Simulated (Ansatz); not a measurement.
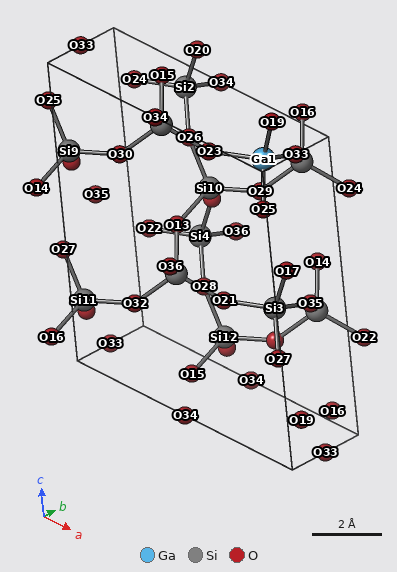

Starting structure of a defect cell of composition GaSi11O24. The picture is a ball-and-stick view of the cell of the calculation, reduced to other axes (origin shifted), seen slightly off an axis. Lengths and directions refer to the drawn axes.

Computed with DFT, PBE, plane-wave PAW, default files, scalar-relativistic in Ansatz.

The input:
```yaml
crystal:
  lattice:
    - [-7.3737, 4.2572076799, 5.4091]
    - [7.3737, -4.2572076799, 5.4091]
    - [2.4579, 4.2572076799, -5.4091]
  atoms:
    - { symbol: Ga, position: [0.1766324494, 0.4454301791, 0.2887292952], spin: 1.0 }
    - { symbol: Si, position: [0.6666666666, 0.9318166666, 0.26515] }
    - { symbol: Si, position: [0.6666666666, 0.4318166666, 0.76515] }
    - { symbol: Si, position: [0.1666666666, 0.9318166666, 0.76515] }
    - { symbol: Si, position: [0.5984833334, 0.3333333334, 0.26515] }
    - { symbol: Si, position: [0.0984833333, 0.8333333334, 0.26515] }
    - { symbol: Si, position: [0.0984833333, 0.3333333334, 0.76515] }
    - { symbol: Si, position: [0.5984833334, 0.8333333334, 0.76515] }
    - { symbol: Si, position: [0.23485, 0.23485, 0.4697] }
    - { symbol: Si, position: [0.73485, 0.73485, 0.4697] }
    - { symbol: Si, position: [0.73485, 0.23485, 0.9697] }
    - { symbol: Si, position: [0.23485, 0.73485, 0.9697] }
    - { symbol: O, position: [0.6476, 0.5136, 0.2802] }
    - { symbol: O, position: [0.1476, 0.0136, 0.2802] }
    - { symbol: O, position: [0.1476, 0.5136, 0.7802] }
    - { symbol: O, position: [0.6476, 0.0136, 0.7802] }
    - { symbol: O, position: [0.4731666666, 0.4000666666, 0.6589] }
    - { symbol: O, position: [0.9731666666, 0.9000666666, 0.6589] }
    - { symbol: O, position: [0.9731666666, 0.4000666666, 0.1589] }
    - { symbol: O, position: [0.4731666666, 0.9000666666, 0.1589] }
    - { symbol: O, position: [0.7007333334, 0.4078333334, 0.5609] }
    - { symbol: O, position: [0.2007333333, 0.9078333334, 0.5609] }
    - { symbol: O, position: [0.2007333333, 0.4078333334, 0.0609] }
    - { symbol: O, position: [0.7007333334, 0.9078333334, 0.0609] }
    - { symbol: O, position: [0.1326, 0.2666, 0.2802] }
    - { symbol: O, position: [0.6326, 0.7666, 0.2802] }
    - { symbol: O, position: [0.6326, 0.2666, 0.7802] }
    - { symbol: O, position: [0.1326, 0.7666, 0.7802] }
    - { symbol: O, position: [0.6857333334, 0.7588333334, 0.6589] }
    - { symbol: O, position: [0.1857333334, 0.2588333334, 0.6589] }
    - { symbol: O, position: [0.1857333334, 0.7588333334, 0.1589] }
    - { symbol: O, position: [0.6857333334, 0.2588333334, 0.1589] }
    - { symbol: O, position: [0.3601666666, 0.6530666666, 0.5609] }
    - { symbol: O, position: [0.8601666666, 0.1530666666, 0.5609] }
    - { symbol: O, position: [0.8601666666, 0.6530666666, 0.0609] }
    - { symbol: O, position: [0.3601666666, 0.1530666666, 0.0609] }
magnetization:
  spin_polarized: true
kpoints:
  mp_grid: { grid: [3, 3, 4] }
scf:
  occupations: { method: fermi_dirac, width: 0.01 }
hamiltonian:
  xc: pbe
  pseudopotentials: { kind: paw }
output:
  forces: true
  stress: true
  populations: true
  efg:
    quadrupole_moments_barn: { Ga: 0.107, O: -0.02558 }
    contact_densities: true
relax:
  f_tol: 0.03
  max_steps: 40
```

Run as
```bash
ansatz run input.yaml --threads 4 --pin off --max-ram 10240MiB --backend cpu --events-out ev --progress --plain --runs-dir out
```

### Where does the relaxation end?

After 5 accepted moves (6 points after the start) the energy has fallen by 3.707 eV per cell of the calculation. Largest force component: 11 eV/Å at the start, 0.026 eV/Å at the end. The line search rejected the trial step at point 4 of the run. The largest move is that of O33, 0.34 Å roughly along [3 3 1]. By element the largest moves are O 0.34 Å, Si 0.14 Å, Ga 0.07 Å. The lattice vectors keep their values. Near-neighbour distances that change, for instance: Ga1–O33 1.499 → 1.818 Å, Ga1–O25 1.632 → 1.834 Å, Ga1–O19 1.623 → 1.811 Å, Ga1–O23 1.695 → 1.832 Å. Bond angles that change, for instance: Ga1–O19–Si11 146.4° → 131.3°, Ga1–O33–Si8 145.4° → 132.1°, Ga1–O25–Si9 140.2° → 130.5°.

Step by step:

| step | E − E(0), meV/atom | largest force component, eV/Å | note |
| --- | --- | --- | --- |
| 0 | 0.00 | 11.1945 |  |
| 1 | -65.61 | 4.3827 |  |
| 2 | -100.53 | 0.9778 |  |
| 3 | -102.79 | 0.1575 |  |
| 4 | -102.77 | 0.1593 | rejected |
| 5 | -102.97 | 0.0318 |  |
| 6 | -102.98 | 0.0255 |  |

The end point in the same view:

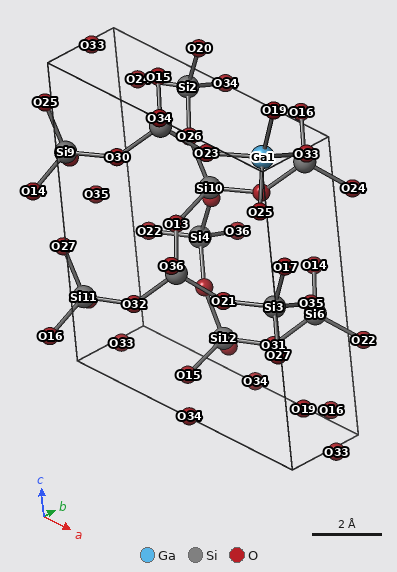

Limits of the set-up: the periodic images lie only 7.3 Å apart, so the values are limited by the cell's size.
